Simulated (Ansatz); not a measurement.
## Convergence series on ZnBr2 (R-3m, 3 atoms in the cell)

```xyz
3
Lattice="1.9344 1.1168 7.4682 -1.9344 1.1168 7.4682 0.0000 -2.2336 7.4682" Properties=species:S:1:pos:R:3 pbc="T T T"
Zn     0.0000     0.0000     0.0000
Br     0.0000     0.0000     5.9668
Br     0.0000     0.0000    16.4378
```

Computed with HSE06, default PAW files made with PBE (plane waves; Ansatz, a first-principles code).

The starting cell comes from a database of computed structures (which also holds hypothetical and non-ambient phases and stackings), without a prior relaxation at this level. Its lattice was rescaled by a random factor within 2.5 % of one. Ansatz's pressure includes its estimate of the finite-basis (Pulay) stress.

Held fixed: basis.ecutwfc = 420 eV; hamiltonian.xc = hse06; hamiltonian.pseudopotentials = {kind: paw} (the program's default PAW files); scf.occupations.method = gaussian; scf.occupations.width = 0.05 eV.

ΔF is the free energy per atom less that of the last row (6 6 6).

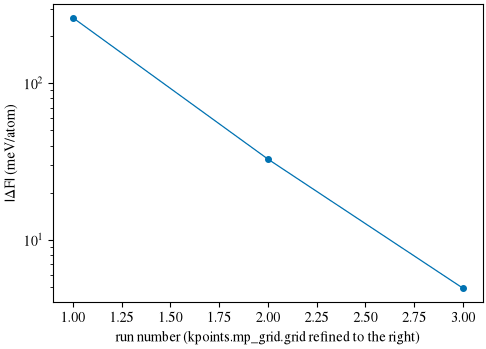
Fig. 1. Size of the energy error against the last run of the series; values under 0.01 meV/atom are drawn at 0.01.

```csv
kpoints.mp_grid.grid,ΔF (meV/atom),pressure (GPa),largest force (eV/Å),gap on the mesh (eV),k-points,iterations
2 2 2,262.4,0.26,0.499,4.457,4,15
3 3 3,32.8,-1.99,0.428,4.424,6,14
4 4 4,4.9,-2.36,0.421,4.391,13,15
6 6 6,0.00,-2.44,0.419,4.344,32,14
```

Pressure within 0.5 GPa of the last row: from kpoints.mp_grid.grid = 3 3 3 on; the one before it is off by 2.7 GPa. The value it settles on is -2.4 GPa at this level of theory and with the other settings as held.

The gap is read on the k-point mesh of the run and can differ from the gap over the whole zone at this level.

Keys are those of Ansatz 0.2.
